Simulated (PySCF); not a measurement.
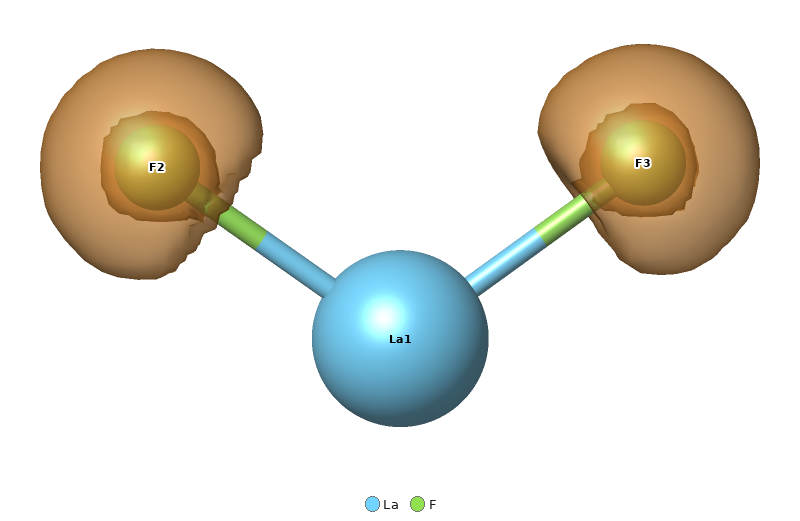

Figure. F₂La (charge +1). Isosurface of the ELF at 0.75 (orange), seen at a tilt. Only the valence region is drawn (cores and ρ < 0.01 e/Å³ removed).

Core potentials replace the inner electrons of La.

Computed with RKS PBE0, La def2-SVP with ECP46, F def2-SVP; non-relativistic Hamiltonian with scalar-relativistic core potentials where named; density fitting in PySCF.

### Identify the bonds, lone pairs and shells in this picture.

At this value the surface marks out two regions wrapped around F (the valence shell of each). Profiles from the grid: La–F (2.06 Å): the ELF is about 0.30 at the midpoint; an ionic contact with no shared pair.
